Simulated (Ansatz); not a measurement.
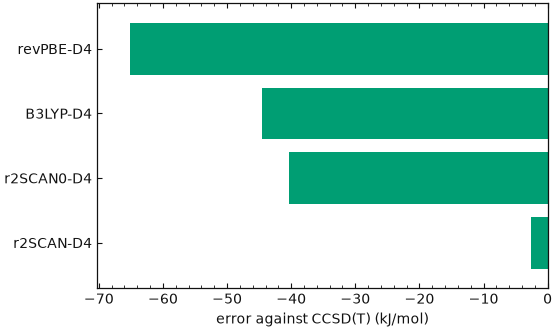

Error in the electronic atomisation energy (method less reference, so positive means overbinding) of AlNH₃Cl₃, SMILES [NH3+][Al-]([Cl])([Cl])[Cl], singlet: functionals in def2-TZVPP against frozen-core CCSD(T) at the limit (MP2 extrapolated from triple and quadruple zeta, plus CCSD(T) less MP2 in a smaller set), which gives 2719.4 kJ/mol, at a PBE0-D4/def2-TZVP geometry (a minimum by its frequencies), no zero-point or spin-orbit term, the Ansatz code 0.2.0. The reference leaves out core correlation, a term that grows with the number of heavy atoms.

**Which of these levels overbind, and which underbind?**

Overbind: none clearly. Underbind: revPBE-D4, B3LYP-D4 and r2SCAN0-D4. Within 25 kJ/mol of zero, too close to call in view of what the reference leaves out: r2SCAN-D4.

**What range do the values span?**

From −65.1 kJ/mol (revPBE-D4) to −2.6 kJ/mol (r2SCAN-D4).
